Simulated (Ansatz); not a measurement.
```xyz
11

C    -1.4872    1.1882   -0.0932
N    -0.8824   -0.1193   -0.0489
C    -1.1414   -0.9702    0.8016
C    -0.5291   -2.3348    0.8699
Cl   -2.3218   -0.6881    2.1145
H    -1.0824    1.7414   -0.9373
H    -2.5701    1.1170   -0.2082
H    -1.2846    1.7474    0.8219
H    -1.3043   -3.0975    0.7971
H    -0.0166   -2.4687    1.8225
H     0.1765   -2.4436    0.0504
```

Method: Ansatz 0.2.0, RHF/def2-SVP.

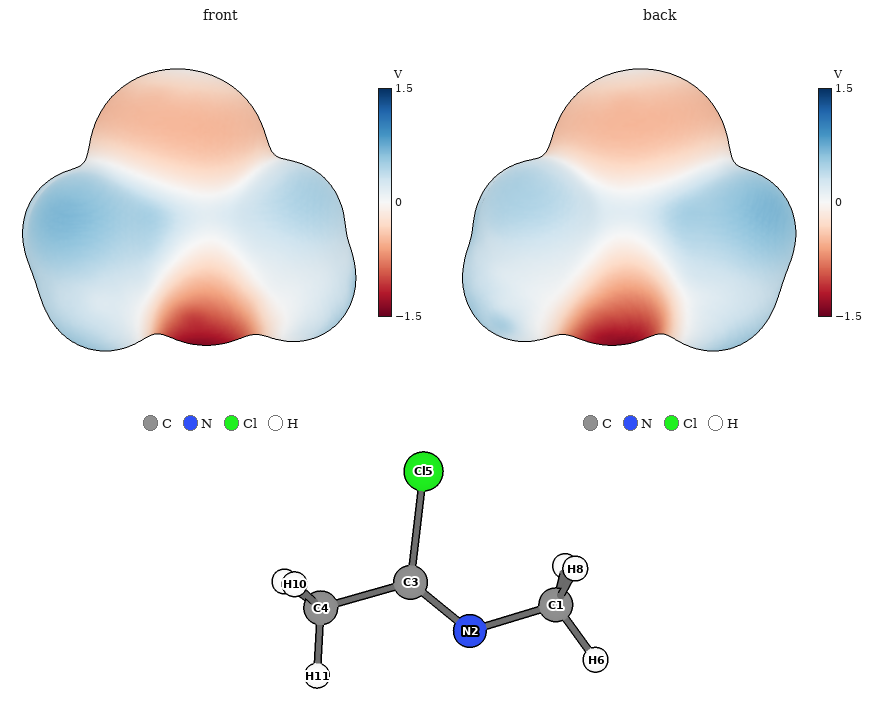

C3H6ClN (SMILES CN=C(C)Cl). The electrostatic potential painted on the density surface at 0.001 e/bohr³, seen from the front and from behind; the colour scale runs from red (negative) to blue (positive). The bare structure is drawn below in the same view.

Where is the surface potential most negative and most positive?

The most negative region (about −1.3 V) lies over N2, the most positive (about +0.7 V) over H9 and H10. N2 is the likeliest acceptor of a hydrogen bond.
